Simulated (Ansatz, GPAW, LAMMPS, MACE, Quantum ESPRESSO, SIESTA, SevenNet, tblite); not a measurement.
**tblite on liquid (Cs,Li,Na)Cl at 1300 K (98 atoms): settings against a plane-wave reference**

Wanted: tblite inputs and outputs for liquid (Cs,Li,Na)Cl at 1300 K (98 atoms), checked against a plane-wave reference.

Calculated with tblite 0.8.0; the method is named at each step.

## (1) Starting point

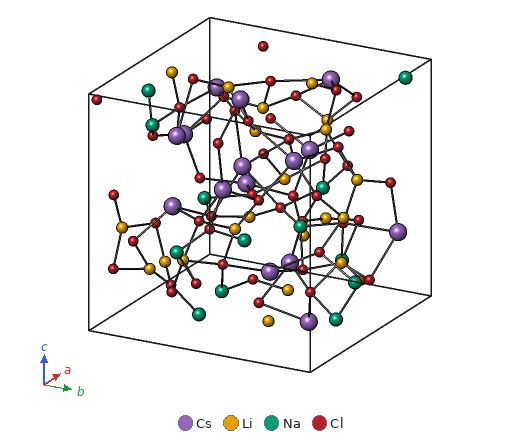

The starting structure, seen from a free direction (caesium purple, lithium orange, sodium teal, chlorine red). Bonds to atoms that aren't drawn are left out.

The cell holds 98 atoms: 15 Cs, 21 Li, 13 Na and 49 Cl. Cell: a = 15.265 Å, b = 15.265 Å, c = 15.265 Å, α = 90.0°, β = 90.0°, γ = 90.0°. 98 atoms (15 Cs, 21 Li, 13 Na, 49 Cl) placed at random at 1.95 g/cm³, melted at 1800 K for 10 ps at fixed volume with the Lennard-Jones and Coulomb ion parameters for SPC/E (Joung and Cheatham, J. Phys. Chem. B 112, 9020 (2008)), full charges. Snapshot at the end of a hold of 20 ps at 1300 K and fixed volume.

The yardstick, on the same geometry:

* method: Kohn-Sham DFT, PBE, SSSP efficiency 1.3.0 pseudopotentials, plane waves (Quantum ESPRESSO 7.5); sssp-pbe-1.3.0-efficiency, cutoffs 45/360 Ry, Γ point
* r.m.s. force component: 0.3688 eV/Å
* longest force: 1.762 eV/Å
* pressure: -0.3777 GPa
* gap (highest filled to lowest empty level): 2.921 eV
* time: 36 min on 1 thread of Arm Neoverse V1, shared host
* CPU time: 36 min

## (2) GFN1-xTB

Method: GFN1-xTB tight binding, diagonalisation.

Contents of run.py:

```python
import numpy as np
from ase.io import read
from tblite.ase import TBLite

atoms = read("structure.xyz")
atoms.calc = TBLite(method="GFN1-xTB", electronic_temperature=580, accuracy=1.0, max_iterations=250, mixer_damping=0.4, verbosity=1)
energy = atoms.get_potential_energy()
forces = atoms.get_forces()
print(f"energy {energy:.6f} eV")
print("forces (eV/A)")
for i, (a, f) in enumerate(zip(atoms, forces)):
    print(f"{i:4d} {a.symbol:2s} {f[0]:10.5f} {f[1]:10.5f} {f[2]:10.5f}")
stress = -atoms.get_stress(voigt=False) * 160.21766
print("stress (GPa, compression positive)")
for row in stress:
    print(" ".join(f"{x:10.4f}" for x in row))
print("charges (e)")
print(np.array2string(atoms.get_charges(), precision=4, suppress_small=True, max_line_width=110, threshold=100000))
```

Contents of structure.xyz:

```xyz
98
Lattice="15.26530 0.00000 0.00000 0.00000 15.26530 0.00000 0.00000 0.00000 15.26530" Properties=species:S:1:pos:R:3 pbc="T T T"
Cs 3.15503 12.15377 5.50238
Cs 7.24781 4.85910 14.20512
Cs 3.03657 13.58841 13.06878
Cs 10.75105 6.61751 1.49692
Cs 0.91378 10.37170 11.02750
Cs 2.06784 14.04163 2.37772
Cs 10.45475 0.35568 9.25031
Cs 7.83995 6.30671 9.18330
Cs 13.79479 13.79403 4.33428
Cs 10.14211 11.15206 14.89038
Cs 2.03502 5.45109 12.97642
Cs 15.08456 2.21087 10.43017
Cs 11.89442 2.74180 5.74158
Cs 13.62306 6.71200 7.73096
Cs 6.07574 2.45466 6.49493
Li 11.49492 10.07800 11.03330
Li 4.58341 13.84731 8.20998
Li 1.37540 1.54149 6.47218
Li 7.22568 12.50106 13.45789
Li 12.06768 3.03841 12.33482
Li 13.93600 7.78408 12.82010
Li 0.56634 14.49608 8.51102
Li 8.78442 5.28149 4.64279
Li 2.98330 2.56564 3.47759
Li 0.59504 4.93268 5.11800
Li 10.94522 5.51444 10.30438
Li 7.38596 2.46840 2.58564
Li 3.25823 10.60969 1.43280
Li 14.08926 9.85833 4.46815
Li 8.84304 0.89638 13.96103
Li 6.18352 8.63665 13.89860
Li 5.39842 8.13808 7.02937
Li 10.83760 11.50836 2.90422
Li 6.30945 10.28698 2.39131
Li 5.28759 10.61793 9.93420
Li 12.72897 11.55568 7.65356
Na 14.50936 10.43017 0.25966
Na 0.69152 7.22140 2.09806
Na 9.62065 9.34542 5.26653
Na 3.17579 2.38123 14.87680
Na 2.93078 6.37922 8.72946
Na 5.01389 6.42959 2.05853
Na 13.43957 14.50402 14.53348
Na 7.89933 11.82267 8.75022
Na 6.51828 13.48414 0.99286
Na 10.25920 0.45170 1.81504
Na 5.48482 1.39494 11.72864
Na 6.40135 13.96653 4.93130
Na 14.72369 2.68410 1.54576
Cl 15.21554 7.40703 5.08960
Cl 2.68150 0.25157 7.92941
Cl 11.71780 0.78296 12.58563
Cl 13.60123 9.77025 9.17689
Cl 5.00885 2.97566 1.40135
Cl 4.92901 5.75303 6.80680
Cl 6.75490 12.61326 11.13665
[... 38 atom lines left out ...]
Cl 7.97612 8.18388 14.96274
Cl 8.84349 2.76989 4.70095
Cl 8.97600 2.49191 0.57535
Cl 12.37985 1.56164 2.82042
```

On the command line:

```bash
OMP_NUM_THREADS=1 python run.py > output.txt
```

What it wrote:

```text
------------------------------------------------------------
  cycle        total energy    energy error   density error
------------------------------------------------------------
      1     -229.8067053561  -2.2957951E+02   5.5846766E-01
      2     -213.4338265208   1.6372879E+01   3.4708634E-01
      3      6892.857515937   7.1062913E+03   2.7276763E+00
      4     -218.6015189860  -7.1114590E+03   1.1318429E-01
      5     -224.4003926603  -5.7988737E+00   8.0248796E-02
      6     -227.8359829279  -3.4355903E+00   5.2881936E-02
      7     -229.4498227618  -1.6138398E+00   3.2291639E-02
      8     -230.3917357914  -9.4191303E-01   5.8316434E-03
      9     -230.4177004127  -2.5964621E-02   1.4398420E-03
     10     -230.4183455664  -6.4515374E-04   1.3316376E-03
     11     -230.4197790989  -1.4335325E-03   1.2608924E-04
     12     -230.4197759594   3.1395087E-06   8.5555432E-05
     13     -230.4197823514  -6.3919457E-06   3.0528426E-05
     14     -230.4197829614  -6.1001020E-07   1.5161274E-05
------------------------------------------------------------
 total:                                   4.671 sec
energy -6270.041662 eV
forces (eV/A)
   0 Cs   -0.19571   -0.55455    1.00553
   1 Cs    0.05086   -0.06057    0.08699
   2 Cs    0.01859   -0.08016   -0.08073
   3 Cs   -0.12116   -0.07745   -0.05030
   4 Cs   -0.18503    0.04474    0.10628
   5 Cs    0.01236    0.45475   -1.04868
   6 Cs   -0.07185   -0.02713    0.15456
   7 Cs    0.03246    0.04950   -0.04536
   8 Cs   -0.37378    0.16202    0.18701
   9 Cs   -0.05474   -0.39238   -0.12422
  10 Cs   -0.09100    0.18109    0.07316
  11 Cs    0.25663   -0.16573    0.07120
  12 Cs    0.15480    0.01304    0.03675
  13 Cs    0.00552    0.05690    0.26553
  14 Cs   -0.12040    0.04455   -0.11995
  15 Li    0.31091   -0.19522   -0.48385
  16 Li    0.20644    0.18061   -0.25259
  17 Li   -0.20315    0.01614    0.08117
  18 Li   -0.35117    0.24090   -0.16459
  19 Li   -0.21634    0.15364   -0.17160
  20 Li    0.59054    0.31093   -0.08223
  21 Li    0.04570   -0.33399   -0.05078
  22 Li    0.23729   -0.46761   -0.09886
  23 Li    0.14868   -0.31078    0.00256
[...]
90 Cl   -0.28401   -0.16844   -0.17779
  91 Cl    0.26090   -0.35103    0.44075
  92 Cl   -0.03340   -0.29968   -0.02134
  93 Cl   -0.30930    0.18344   -0.23429
  94 Cl    0.39923   -0.24617    0.05192
  95 Cl   -0.24648    0.13230   -0.10626
  96 Cl   -0.16395   -0.46609    0.14805
  97 Cl    0.32225   -0.02964   -0.24983
stress (GPa, compression positive)
   -2.8950     0.0339    -0.0249
    0.0339    -3.0173     0.0227
   -0.0249     0.0227    -3.0486
charges (e)
[ 0.7731  0.7678  0.7812  0.7772  0.7708  0.7783  0.7864  0.7731  0.7663  0.7622  0.7816  0.7718  0.793
  0.7696  0.7792  0.4666  0.4667  0.458   0.4505  0.4786  0.5146  0.4575  0.4594  0.4421  0.4469  0.4375
  0.4771  0.4812  0.4842  0.4525  0.4645  0.4821  0.4537  0.4633  0.4461  0.4574  0.7429  0.7374  0.7421
  0.747   0.7537  0.743   0.7579  0.7366  0.7369  0.7296  0.7466  0.7447  0.7353 -0.6192 -0.5067 -0.6178
 -0.6176 -0.6289 -0.6692 -0.5659 -0.6379 -0.5003 -0.6126 -0.6569 -0.5777 -0.7103 -0.5847 -0.5789 -0.6063
 -0.7646 -0.6942 -0.5662 -0.592  -0.6178 -0.5849 -0.6806 -0.5935 -0.7018 -0.68   -0.6413 -0.6992 -0.6713
 -0.5627 -0.6413 -0.5534 -0.6448 -0.6598 -0.7034 -0.7536 -0.5655 -0.606  -0.588  -0.6796 -0.6054 -0.6289
 -0.6437 -0.7214 -0.6742 -0.6416 -0.6224 -0.5912 -0.7608]
```

The job ended after 5.4 s (1 thread of Arm Neoverse V1, shared host; peak memory 0.2 GiB).

Banners, paths, timers and routine set-up lines are dropped from the logs unmarked, and long logs keep their key lines alone; longer cuts are marked.

Compared with the plane-wave run:

```yaml
r_m_s_force_component: 0.2523 eV/Å
r_m_s_difference_of_force_components: 205.3 meV/Å
longest_difference_of_force_vectors: 1339 meV/Å
force_difference_over_r_m_s_force: 55.66 %
slope_of_forces_against_the_reference_s: 0.579
correlation_of_force_components: 0.8465
pressure: -2.987 GPa
pressure_difference: -2.609 GPa
```

Length of the force difference by element (eV/Å):

```
element  atoms  mean  most
     Cl     49  0.28  0.86
     Cs     15  0.52   1.3
     Li     21  0.21  0.34
     Na     13  0.20  0.30
```

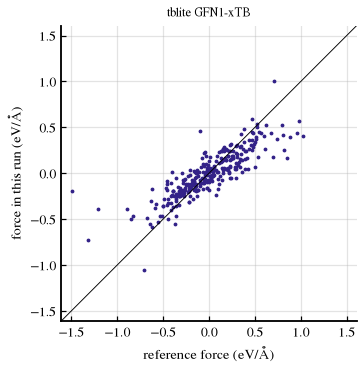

Force components against those of the reference; the line marks equality.

A closer look about Cl57, picked at random: 9 atoms, nearest first, numbered in the order of the input, with positions taken from that point.

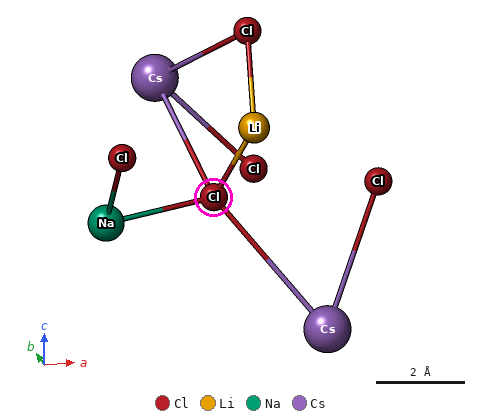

The atoms of the table, within 4.0 Å (arrows a, b, c point along x, y, z); some may hide others; the central atom is ringed.

```
atom      x      y      z  distance (Å)  bonds  Mulliken charge (e)     Fx     Fy  Fz (eV/Å)
Cl57   0.00   0.00   0.00          0.00      4                -0.64  -0.21  -0.19      -0.12
Li30   0.77  -0.94   1.85          2.21      3                 0.45   0.02   0.05       0.07
Na47  -2.59  -0.44  -0.38          2.66      3                 0.75   0.08  -0.10       0.14
Cl90   1.47   3.01  -0.16          3.36      3                -0.61   0.50  -0.03      -0.28
Cl74  -2.53  -2.19   1.60          3.71      4                -0.70   0.17   0.01       0.37
 Cs2  -0.83   3.02   2.10          3.77      7                 0.77   0.05  -0.06       0.09
Cl52   3.64  -1.06   0.48          3.82      3                -0.62   0.28   0.23       0.26
Cl97   0.90   0.65   3.73          3.89      4                -0.59  -0.16  -0.47       0.15
 Cs7   2.38  -1.48  -2.86          4.00      4                 0.79  -0.07  -0.03       0.15
```

Atoms are counted from 1 here, from 0 in the log.

Forces lie 56 % from the reference's, at 0.0025 times its CPU time.

## (3) What came out

```yaml
force_difference_from_the_reference: tblite GFN1-xTB, 56 %
its_cpu_time: 5.3 s
```

**Reading.** Tight binding differs by 56 % (tblite GFN1-xTB); it is another model, with fitted parameters of its own, and the xTB methods hold dispersion. One electronic-structure run takes under half the reference's CPU time: tblite GFN1-xTB, at 56 % in 5.3 s against 36 min; its pressure misses by -2.6 GPa. Periodic xTB results under one method name differ between programs and library versions. The reference's pressure holds the uncorrected Pulay stress of its 45 Ry basis, so small pressure differences, and their order, may be the reference's own error. The frame stands for 1300 K, but pressures are static and levels are smeared at 580 K. The network of bonds at the start is that of the classical potential that made the cell, and needn't be the one that DFT or experiment would give. The ion parameters were fitted for water, not for melts, so the starting structure of this cell may lie well off the real melt's. The electronic-structure runs sample only Γ, in a cell whose shortest periodic width is 15 Å. Spin–orbit coupling is left out, which matters for the levels of the heavy elements.

[Also dropped from logs without a mark: logging warnings of Python, and SIESTA's first energy breakdown and zero terms.]

[Logs are printed without paths, hosts, clocks, repeated set-up lines and the standing remarks that a program may print on its own settings, such as how far it seeks lower states.]

[Hosts, paths, dates, database ids (printed as entryN), source tags and the programs' standing remarks are cut or masked in the printed files.]
